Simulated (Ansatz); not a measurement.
Input file:

```
crystal:
  periodic: [false, false, false]
  atoms:
    - {symbol: B, position_ang: [-0.323513, 0.816864, -0.352924]}
    - {symbol: Si, position_ang: [-0.436947, -0.524514, 1.246456]}
    - {symbol: C, position_ang: [-0.024697, -0.820391, -0.447447]}
    - {symbol: C, position_ang: [0.993214, 0.144738, -0.940027]}
    - {symbol: H, position_ang: [-1.222168, 1.403239, -0.865427]}
    - {symbol: H, position_ang: [-0.108752, 1.207296, 0.847366]}
    - {symbol: H, position_ang: [0.556377, -0.408714, 2.339250]}
    - {symbol: H, position_ang: [-1.787002, -0.872396, 1.737987]}
    - {symbol: H, position_ang: [-0.631390, -1.410716, -1.120031]}
    - {symbol: H, position_ang: [1.114963, 0.181993, -2.017832]}
    - {symbol: H, position_ang: [1.935515, 0.225601, -0.406772]}
basis:
  gaussian: {orbitals: def2-TZVPP}
hamiltonian: {xc: pbe0, dispersion: d4}
output: {orbitals: {seedname: orbitals}}
```

Command:

```sh
ansatz run in.yaml --threads 2 --pin off --events-out ev --progress --plain --max-ram 4352MiB
```

Geometry: PBE0-D4/def2-TZVP.

Computed with RKS PBE0-D4/def2-TZVPP in Ansatz 0.2.0.

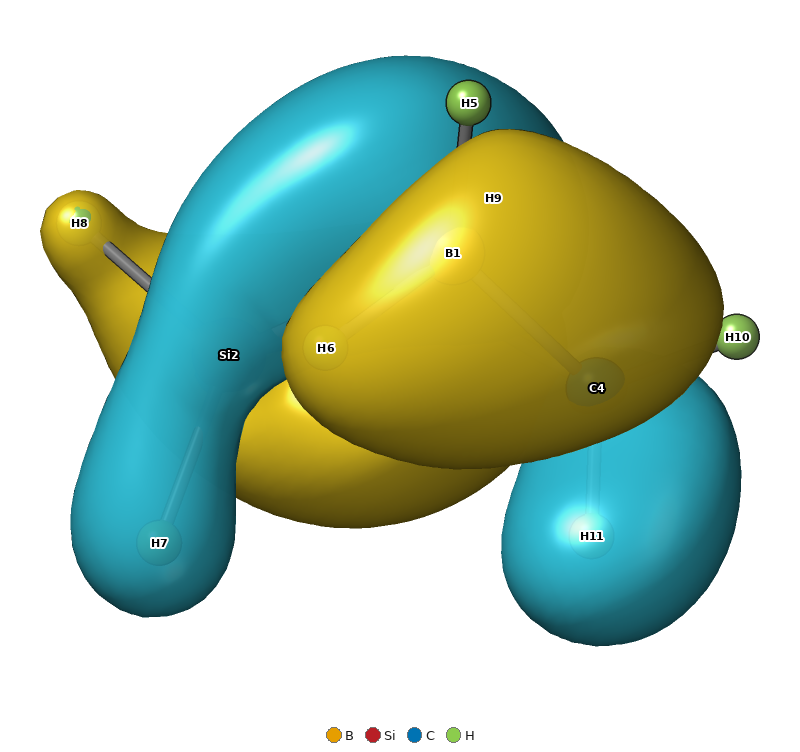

C$_{2}$H$_{7}$BSi. The HOMO at ±0.08 Å⁻³ᐟ² (yellow and cyan are the two phases), seen across its widest extent.

Describe this orbital and give its energy.

By Hirshfeld shares it lies mainly on C3 (about 25 %), B1 (about 25 %), Si2 (about 15 %) and C4 (about 15 %). Its energy is −6.79 eV.
